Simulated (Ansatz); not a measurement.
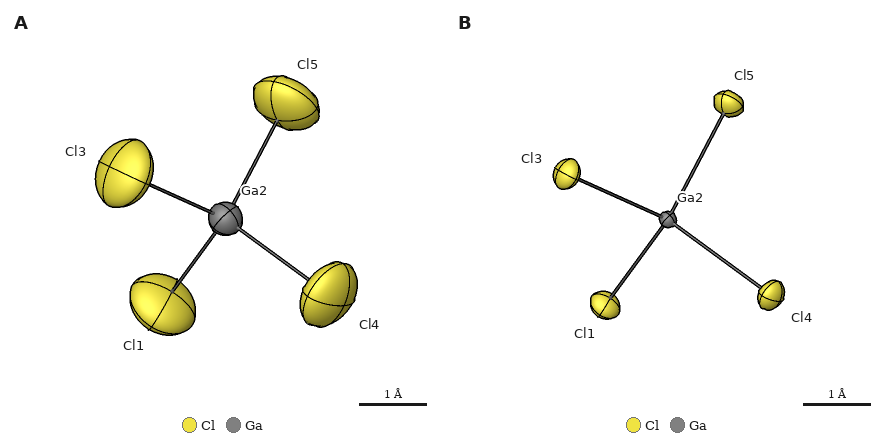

Displacement ellipsoids at the 50 % level, scaled by 3, from the internal vibrations of the free molecule (harmonic, no overall translation or rotation; no half-axis is drawn under 0.075 Å). Charge −1, singlet. Vibrations computed with RKS PBE0-D4/def2-TZVPD (Ansatz 0.2.0). One panel is for 100 K, the other for 600 K.

Question: Which panel is for 600 K?

Answer: A.

Question: How much does the mean-square displacement of Cl5 grow, and why?

Answer: U_eq goes from 0.0023 to 0.0106 Å², a factor of 4.6. Modes below kT (417 cm⁻¹ at 600 K) grow about in proportion to T, and the lowest lies at 102 cm⁻¹; the mean-square amplitude of a mode is its zero-point value times coth(ħω/2kT), which comes close to 1 only above about 3kT.
